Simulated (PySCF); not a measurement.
# Pb(3+): interval between two levels with spin-orbit coupling

Aim: the interval between two levels of lead from differences of total energies, at each level of theory, and how far each lands from the tabulated value where there is one.

The numbers are computed with PySCF 2.14.0 (two-component X2C-1e, generalised determinants), except any that are marked as measured or tabulated.

## 1. The system

```
Element                                   : lead (Z = 82)
Basis                                     : x2c-SVPall-2c with one added diffuse shell each of s, p type (8s12p7d2f, 93 functions)
Hamiltonian                               : two-component X2C-1e, Gaussian nucleus, no Breit or QED terms; spin-orbit coupling, run by run: off; screened by Boettger's factors
Core shells frozen in the correlated runs : [Kr] 4d10 4f14 (for Pb(3+))
State 1                                   : Pb(3+) 4f14 5d9 6s1 6p1 4F9/2: [Xe] 4f14 5d9 6s1 6p1; 5d3/2 filled at m_j = -3/2, -1/2, +1/2, +3/2; 5d5/2 filled at m_j = -3/2, -1/2, +1/2, +3/2, +5/2; 6s1/2 filled at m_j = +1/2; 6p3/2 filled at m_j = +3/2
Needed too, but not shown                 : Pb(3+) [Xe] 4f14 5d10 6s1 (2S)
Methods                                   : GHF, GMP2
```

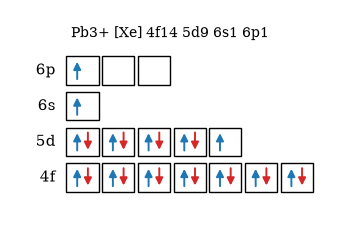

Outer shells as boxes.

A driver program built on PySCF's X2C-1e integrals ran all steps in one process from the settings above; there is no separate input file.

It was started by

```
> OMP_NUM_THREADS=1 python sorun2.py TASK.json OUT
```

The integrals over 93 functions and the set-up took 8.4 s of CPU time.

## 2. Pb(3+) 4f14 5d9 6s1 6p1 4F9/2, method by method

Level: GHF (spin-free).

Log:

```text
cycle= 1 E= -20861.7707599159  delta_E= -2.09e+04  |FDS-SDF|= 0.0221
cycle= 2 E= -20861.7849133266  delta_E= -0.0142  |FDS-SDF|= 0.00404
cycle= 3 E= -20861.7858505278  delta_E= -0.000937  |FDS-SDF|= 0.000983
cycle= 4 E= -20861.7859525493  delta_E= -0.000102  |FDS-SDF|= 0.000202
cycle= 5 E= -20861.7859567582  delta_E= -4.21e-06  |FDS-SDF|= 4.89e-05
cycle= 6 E= -20861.7859570223  delta_E= -2.64e-07  |FDS-SDF|= 9.62e-06
cycle= 7 E= -20861.7859570329  delta_E= -1.07e-08  |FDS-SDF|= 5.45e-07
```

Time after the integrals: 2.8 s (1 thread of Neoverse-V2, shared host).

Occupied spinors (without spin-orbit coupling the j labels only name the start):

```csv
spinor shell,electrons,mean energy (eV),weight of the nominal j,rms radius (bohr)
1s1/2,2,-88541.3,1.000,0.0181
2s1/2,2,-16027.4,1.000,0.0730
2p3/2,4,-13773.8,0.833,0.0675
2p1/2,2,-13774.0,0.667,0.0675
3s1/2,2,-3949.7,1.000,0.186
3p3/2,4,-3293.6,0.833,0.189
3p1/2,2,-3293.8,0.667,0.190
3d5/2,6,-2610.9,0.800,0.173
3d3/2,4,-2611.1,0.700,0.173
4s1/2,2,-962.84,1.000,0.408
4p3/2,4,-744.00,0.833,0.435
4p1/2,2,-744.38,0.667,0.436
4d5/2,6,-484.36,0.800,0.462
4d3/2,4,-484.71,0.700,0.462
5s1/2,2,-203.14,1.000,0.912
4f7/2,8,-196.51,0.786,0.494
4f5/2,6,-196.71,0.714,0.495
5p3/2,4,-138.88,0.833,1.03
5p1/2,2,-140.29,0.667,1.03
5d5/2,5,-63.449,0.760,1.35
5d3/2,4,-63.706,0.700,1.34
6s1/2,1,-45.660,0.998,2.22
6p3/2,1,-33.210,1.000,2.63
```

M_J = 9/2, ⟨J²⟩ = 24.760, ⟨L²⟩ = 12.008, ⟨S²⟩ = 3.751.

Level: GMP2 (spin-free).

The driver printed no log here.

Time after the integrals: 0.71 s (1 thread of Neoverse-V2, shared host).

With 19 electrons correlated and 22 very high virtual spinors dropped, the MP2 correlation energy is -0.23991 hartree. Largest pairs: 5d3/2-5d5/2 -0.0666, 5d5/2-5d5/2 -0.0404, 5d3/2-5d3/2 -0.0265, 5d5/2-5p3/2 -0.0182, 5d5/2-6s1/2 -0.0167.

Level: GHF (screened spin-orbit).

Log:

```text
cycle= 1 E= -20899.4401061550  delta_E= -2.09e+04  |FDS-SDF|= 0.14
cycle= 2 E= -20899.4766273306  delta_E= -0.0365  |FDS-SDF|= 0.00474
cycle= 3 E= -20899.4776552505  delta_E= -0.00103  |FDS-SDF|= 0.00077
cycle= 4 E= -20899.4777291378  delta_E= -7.39e-05  |FDS-SDF|= 0.00021
cycle= 5 E= -20899.4777332908  delta_E= -4.15e-06  |FDS-SDF|= 6.09e-05
cycle= 6 E= -20899.4777336000  delta_E= -3.09e-07  |FDS-SDF|= 1.89e-05
cycle= 7 E= -20899.4777336401  delta_E= -4e-08  |FDS-SDF|= 2.67e-06
cycle= 8 E= -20899.4777336410  delta_E= -9.17e-10  |FDS-SDF|= 2.55e-07
```

Time after the integrals: 5.1 s (1 thread of Neoverse-V2, shared host).

The outer occupied spinors:

| spinor shell | electrons | mean energy (eV) | weight of the nominal j | rms radius (bohr) |
| --- | --- | --- | --- | --- |
| 4f5/2 | 6 | -198.96 | 0.999 | 0.494 |
| 4f7/2 | 8 | -193.97 | 0.999 | 0.495 |
| 5p1/2 | 2 | -156.89 | 0.999 | 0.974 |
| 5p3/2 | 4 | -132.63 | 0.999 | 1.06 |
| 5d3/2 | 4 | -65.311 | 0.948 | 1.34 |
| 5d5/2 | 5 | -62.463 | 0.958 | 1.35 |
| 6s1/2 | 1 | -45.697 | 0.998 | 2.22 |
| 6p3/2 | 1 | -32.342 | 1.000 | 2.69 |

M_J = 9/2, ⟨J²⟩ = 24.760, ⟨L²⟩ = 12.184, ⟨S²⟩ = 3.934.

Level: GMP2 (screened spin-orbit).

This step left no log, only its results.

Time after the integrals: 0.71 s (1 thread of Neoverse-V2, shared host).

With 19 electrons correlated and 22 very high virtual spinors dropped, the MP2 correlation energy is -0.24485 hartree. Largest pairs: 5d3/2-5d5/2 -0.0721, 5d5/2-5d5/2 -0.0380, 5d3/2-5d3/2 -0.0253, 5d5/2-5p3/2 -0.0195, 5d5/2-6s1/2 -0.0183.

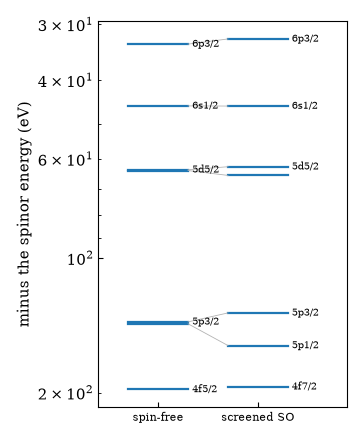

The highest 7 spinor levels of Pb(3+) 4f14 5d9 6s1 6p1 4F9/2 on a logarithmic scale, without and with spin-orbit coupling.

## 3. Differences of total energies

Interval between two levels: Pb(3+) [Xe] 4f14 5d10 6s1 [6s1/2^1, M_J = 1/2] → Pb(3+) [Xe] 4f14 5d9 6s1 6p1 [5d3/2^4 5d5/2^5 6s1/2^1 6p3/2^1, M_J = 9/2].

| method | value (eV) |
| --- | --- |
| GHF (spin-free) | 23.253 |
| GMP2 (spin-free) | 23.870 |
| GHF (screened spin-orbit) | 23.002 |
| GMP2 (screened spin-orbit) | 23.556 |

The differences also use runs on Pb(3+) [Xe] 4f14 5d10 6s1 (2S), which are not shown here.

## 4. What came out

| quantity | value |
| --- | --- |
| interval between two levels, Pb(3+) → 4f14 5d9 6s1 6p1 4F9/2 | GHF (spin-free) 23.253, GMP2 (screened spin-orbit) 23.556 eV |

**Reading.** The methods span 0.868 eV, from GHF (screened spin-orbit) (23.002) to GMP2 (spin-free) (23.870). No reference value is at hand in this session. Spin-orbit coupling moves the difference by -0.315 eV at GMP2. All values hold for this basis alone; no basis-set limit was taken.
